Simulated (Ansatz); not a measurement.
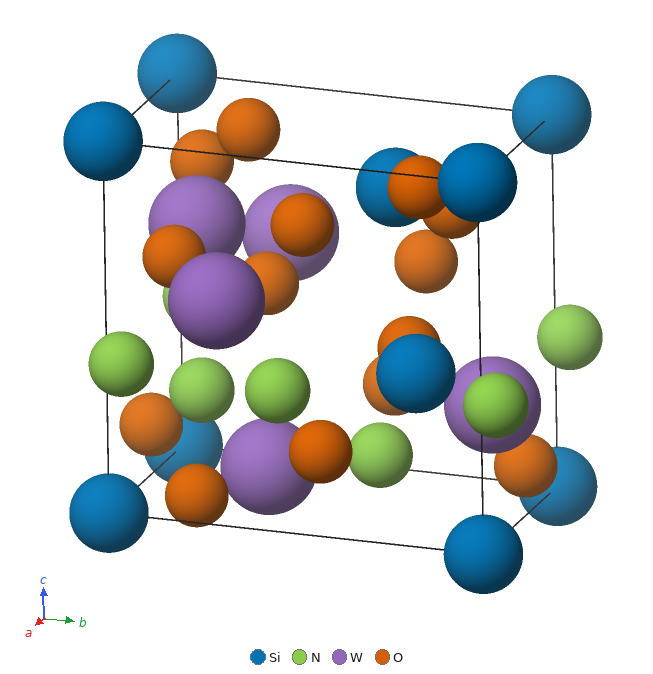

View slightly off an axis, drawn as a spheres-only model. The wireframe shows the simulation cell.

Si3W4N4O12, a = 6.68 Å, b = 6.66 Å, c = 6.61 Å, α = 93.36°, β = 85.42°, γ = 86.70°.

Electronic-structure method: DFT PBE, scalar-relativistic, plane waves, PAW in Ansatz. Parameters: a kinetic-energy cutoff of 420 eV, k-points on a 3×3×3 grid, Fermi-Dirac smearing of 0.24 eV, no spin polarisation.

### How large a gap does the method give, if there is one?

A semiconductor at this level, with a gap of 0.16 eV on the k-mesh (the true edges may lie between mesh points, so the gap can be somewhat smaller).

### How far is the cell from zero pressure?

The computed pressure is -2.9 GPa (stretched: it would shrink). The stress isn't hydrostatic: its largest component is 9.5 GPa.

The structure was taken from a structure type filled with these elements by a generator (whether the compound takes this form wasn't checked). Earlier steps of the study may have refined or changed the cell and positions. It went into a calculation with Ansatz.

At this level of theory the cell isn't at rest (forces up to 5.7 eV/Å), so its distances can differ from those at equilibrium, the more so the softer the solid.
